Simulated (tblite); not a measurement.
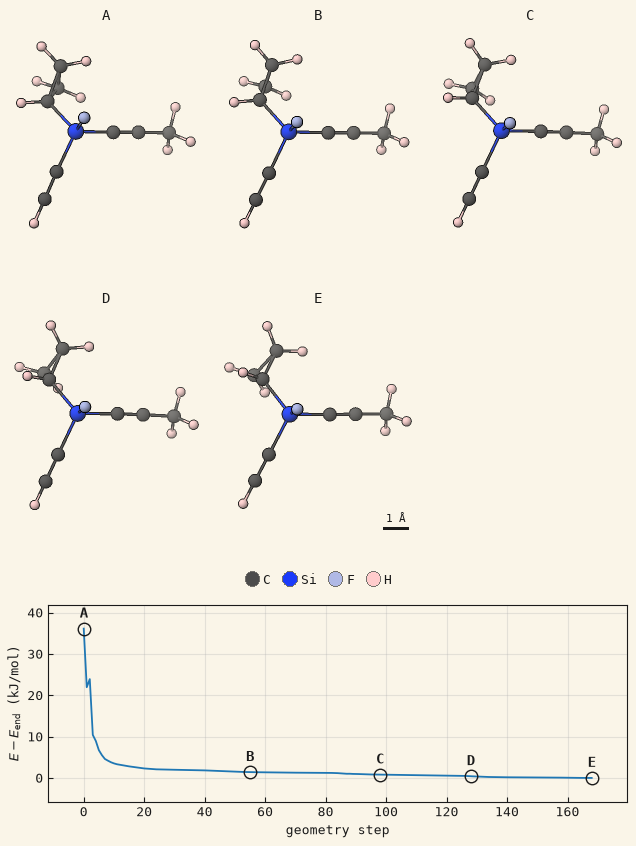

Frames of a relaxation of C8H9FSi, marked on the history of the run. The picture is a ball-and-stick view, seen at a tilt.

The calculation used tblite, GFN2-xTB geometry optimisation, gas phase. 

**What happens along the run?**

The atom that moves furthest after the best rigid fit is an H atom (1.22 Å). Largest moves by element: H 1.22 Å, C 0.67 Å, F 0.34 Å, Si 0.09 Å. Some distances before and after: F–Si 1.696 → 1.622 Å, C–Si 1.806 → 1.851 Å, C–H 1.113 → 1.080 Å, C–C 1.523 → 1.491 Å. Among the angles between lasting bonds that change: C–Si–C 105.5° → 112.2°, C–C–H 113.2° → 118.5°, H–C–H 118.6° → 113.6°. Groups turn about C–Si by about 40°. Over 168 geometry steps the energy falls by 36.1 kJ/mol. From step 0 to 55: an H atom moves most (0.28 Å), energy −34.7 kJ/mol. From step 55 to 98: an H atom moves most (0.38 Å), energy −0.60 kJ/mol. From step 98 to 128: an H atom moves most (0.38 Å), energy −0.40 kJ/mol. From step 128 to 168: an H atom moves most (0.30 Å), energy −0.41 kJ/mol.
